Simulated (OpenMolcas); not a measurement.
**CHFInN (SMILES N#[C][InH][F]): an attempt with OpenMolcas**

Wanted: the energy of CHFInN.

The results are computed with OpenMolcas 26.06.

**1. The molecule**

CHFInN: 5 atoms, total charge 0, spin state singlet. SMILES: `N#[C][InH][F]`. All atoms were displaced at random from a relaxed shape.

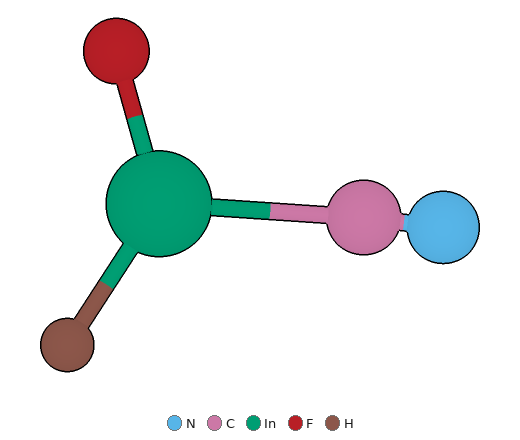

The structure, seen from a chosen angle (nitrogen blue, carbon pink, indium teal, fluorine red, hydrogen brown).

**2. The run**

File step13.input:

```
>>> EXPORT MOLCAS_PRINT=2
&GATEWAY
Coord
5
angstrom
N        0.914349      -1.589414       1.525706
C        0.501652      -0.995747       1.025060
In      -0.260204       0.556337      -0.448175
F       -1.702225      -0.097194      -1.219565
H        0.479585       2.261757      -0.450147
Basis = ANO-RCC-VDZP
Group = NoSym
RICD
&SEWARD
&RASSCF
FileOrb = $CurrDir/step2.RasOrb
Spin = 1
Nactel = 4 0 0
Inactive = 34
Ras2 = 4
Iterations = 2 100
OrbListing = Nothing
&CASPT2
```

On the command line:

```bash
$ export MOLCAS_MEM=1860
$ pymolcas step13.input > step13.log
```

Output:

```text
--- Start Module: gateway ---

                                              &GATEWAY

                       available to each process: 1.9 GB of memory, 1 thread

++    Symmetry information:
      ---------------------

                    Character Table for C1

                             E
                    a        1  x, y, xy, Rz, z, xz, Ry, yz, Rx, I
--

++    Basis set information:
      ----------------------

      Basis set label: N.ANO-RCC...3S2P1D.

      Electronic valence basis set:
      ------------------
      Associated Effective Charge   7.000000 au
      Associated Actual Charge      7.000000 au
      Nuclear Model: Point charge

      Shell  nPrim  nBasis  Cartesian Spherical Contaminant
         s      14       3        X
         p       9       2        X
         d       4       1                 X

      Basis set label: C.ANO-RCC...3S2P1D.

      Electronic valence basis set:
      ------------------
      Associated Effective Charge   6.000000 au
      Associated Actual Charge      6.000000 au
      Nuclear Model: Point charge

      Shell  nPrim  nBasis  Cartesian Spherical Contaminant
         s      14       3        X
         p       9       2        X
         d       4       1                 X

      Basis set label: IN.ANO-RCC...6S5P3D1F.

[... 139 lines left out ...]
      Nuclear repulsion energy =  318.06249247
[... 76 lines left out ...]
      No convergence after  2 iterations
[... 10 lines left out ...]
      printout of CI-coefficients larger than  0.05 for root  1
[... 1 line left out ...]
      conf/sym  1111     Coeff  Weight
[... 8 lines left out ...]
      *                                                    Final results                                                     *
[... 6 lines left out ...]
      RASSCF energy for state  1                  -6069.30750497
[... 12 lines left out ...]
::    RASSCF root number  1 Total energy:  -6069.30750497
[... 29 lines left out ...]
      Dipole Moment (debye):
[... 69 lines left out ...]
--

      Average orbitals are written to the RASORB file
      Natural orbitals for root   1 are written to the RASORB.1 file
      Spin density orbitals for root   1 are written to the SPDORB.1 file

--- Stop Module: rasscf /rc=_RC_NOT_CONVERGED_ ---
--- Module rasscf spent 2 seconds ---

.#######################.
.# Convergence problem #.
.#######################.

    Timing: Wall=12.84 User=11.75 System=1.08
```

It took 13 s on 1 thread of Arm Neoverse V1, shared host; peak memory 0.37 GiB.

**3. Diagnosis**

No converged result was reached.

The cause is that the iteration cap is too low for convergence. To mend it: RASSCF iteration cap default in place of 2.
